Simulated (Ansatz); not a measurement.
**PBE/aug-cc-pVDZ run of C2H3Br (vinyl bromide)**

Aim: the electronic atomisation energy of C2H3Br (vinyl bromide) at PBE/aug-cc-pVDZ, from 4 runs. 

Program for the calculation: Ansatz 0.2.0.

36 further runs of the same task are left out: 36 set aside as unsound or not needed.

## 1. The molecule

The species is C2H3Br (6 atoms), meant as a singlet with charge 0. SMILES: `C=CBr`. The shape is that of a PBE0-D4/def2-TZVP optimisation.

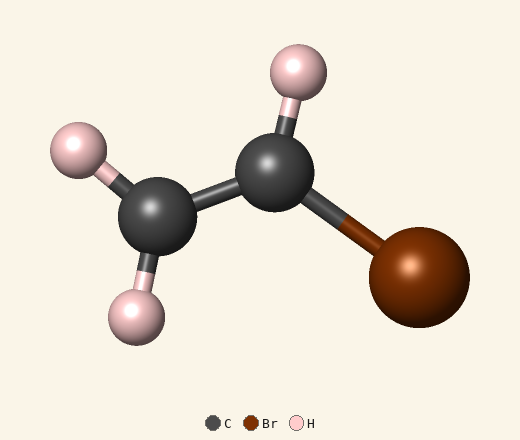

The structure, seen from a chosen angle (carbon dark grey, bromine brown, hydrogen pink).

## 2. The energy at PBE/aug-cc-pVDZ

Input file input.yaml:

```yaml
crystal:
  periodic: [false, false, false]
  atoms:
    - {symbol: C, position_ang: [-0.550460, 0.207600, -0.473000]}
    - {symbol: C, position_ang: [0.418150, 0.025740, 0.403150]}
    - {symbol: Br, position_ang: [1.201850, -1.649360, 0.746820]}
    - {symbol: H, position_ang: [-0.963860, -0.603240, -1.059290]}
    - {symbol: H, position_ang: [-0.955390, 1.202650, -0.619610]}
    - {symbol: H, position_ang: [0.849720, 0.816610, 1.001930]}
basis:
  gaussian:
    orbitals: aug-cc-pVDZ
total_charge: 0
hamiltonian:
  xc: {name: PBE}
accuracy: high
output: {orbitals: {seedname: orbitals}}
```

Run with:

```bash
$ ansatz run input.yaml --threads 1 --pin off --max-ram 3480MiB --events-out events.jsonl --progress --plain --runs-dir runs
```

Output:

```text
Warning: RAYON_NUM_THREADS=1 ignored (pool sized by the plan → 1); use --threads N
Functional definition: PBE
  name "PBE"
  parameter kappa = 0.804
  parameter beta = 0.06672455060314922
  exchange = pbe_x(kappa = kappa, mu = beta*pi^2/3)
  correlation = pbe_c(beta = beta)
2093 factors; integrals over basis functions are off by at most 4.3e-9 eV
mean field evaluation 1: about -72135.7585 eV, gradient 8.4e1 eV
mean field evaluation 2: about -72020.5825 eV, gradient 1.8e2 eV
mean field evaluation 4: about -72151.1793 eV, gradient 3.6e1 eV
mean field evaluation 8: about -72154.5713 eV, gradient 2.2e-1 eV
mean field evaluation 16: about -72154.5714 eV, gradient 6.8e-6 eV
mean field -72154.57144397 eV, -2651.6315924406 hartree, gradient 8.2e-9 eV, S^2 0.000000; 0 other end points of the search recorded, 0 dependent functions left out
reference -72154.57145155 eV, -2651.6315927194 hartree; 25, 25 occupied and 84, 84 virtual orbitals, 2093 factors
Total energy: -72154.57145155 eV, -2651.6315927194 hartree
```

It took 6.9 s on 1 thread of Arm Neoverse V2, shared host; peak memory 0.28 GiB.

## 3. The Br atom at the same level

Input file run.yaml:

```yaml
crystal:
  periodic: [false, false, false]
  atoms:
    - symbol: Br
      position_ang: [0.000000, 0.000000, 0.000000]
basis:
  gaussian:
    orbitals: aug-cc-pVDZ
magnetization:
  spin_polarized: true
  initial_magnetization: 1
total_charge: 0
accuracy: high
hamiltonian:
  xc: pbe
```

Run the same way, it converges to -2573.69576 Eh (log not shown).

## 4. The C atom, same level

Input file input.yaml:

```yaml
crystal:
  periodic: [false, false, false]
  atoms:
    - {symbol: C, position_ang: [0.000000, 0.000000, 0.000000]}
basis:
  gaussian: {orbitals: aug-cc-pVDZ}
magnetization: {spin_polarized: true, initial_magnetization: 2}
hamiltonian: {xc: {name: PBE}}
accuracy: high
```

Run the same way, it converges to -37.79112 Eh (log not shown).

## 5. The H atom at the same level

Input file job.yaml:

```yaml
crystal:
  periodic: [false, false, false]
  atoms:
    - {symbol: H, position_ang: [0.000000, 0.000000, 0.000000]}
basis:
  gaussian: {orbitals: aug-cc-pVDZ}
total_charge: 0
magnetization: {spin_polarized: true, initial_magnetization: 1}
hamiltonian: {xc: {name: PBE}}
accuracy: high
```

Run the same way, it converges to -0.49922 Eh (log not shown).

## 6. Results

At PBE/aug-cc-pVDZ:

| quantity | value |
| --- | --- |
| molecule: total energy | -2651.63159 Eh |
| molecule: HOMO energy | -6.33 eV |
| molecule: LUMO energy | -1.42 eV |
| molecule: HOMO–LUMO gap | 4.90 eV |
| Br atom: total energy | -2573.69576 Eh |
| Br atom: ⟨S²⟩ | 0.751 |
| C atom: total energy | -37.79112 Eh |
| C atom: ⟨S²⟩ | 2.003 |
| H atom: total energy | -0.49922 Eh |
| H atom: ⟨S²⟩ | 0.750 |
| electronic atomisation energy | 23.291 eV |

What this shows: Taking the molecule apart into free atoms costs 23.29 eV (2247 kJ/mol), before zero-point energy and without spin-orbit coupling.
